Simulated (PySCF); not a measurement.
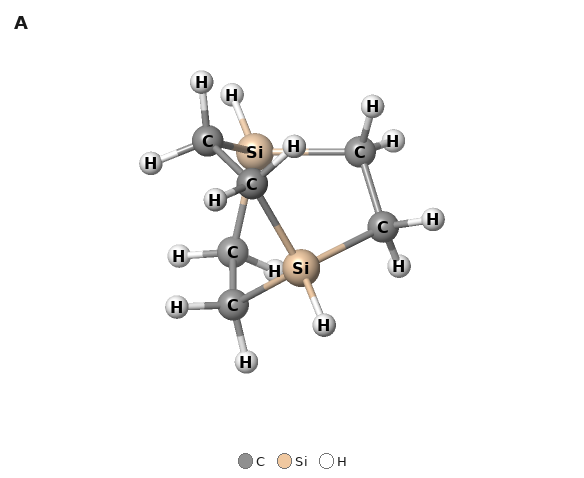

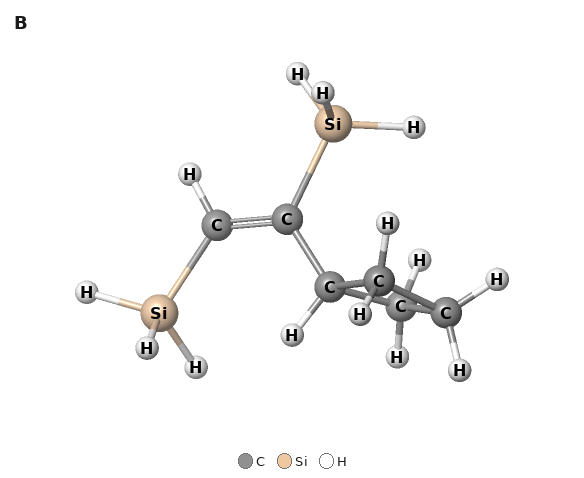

2 stationary structures of one formula. Geometries: GFN2-xTB. Electronic energies: PBE0/pcSseg-1 (PySCF 2.14.0), without zero-point energy. No frequency run is at hand to confirm each as a minimum. Each is one conformer, not always the lowest.

### Which structure is the most stable?

A is lowest; B lies 60.7 kcal/mol above it. A is `C1C[SiH]2CC[SiH]1CC2`, B is `[SiH3]/C=C(/[SiH3])C1CCC1`.

The geometry is semi-empirical. Around Si such bond lengths and angles can be off by a tenth of an ångström or more and by several degrees, and values that hang on the shape move with them.
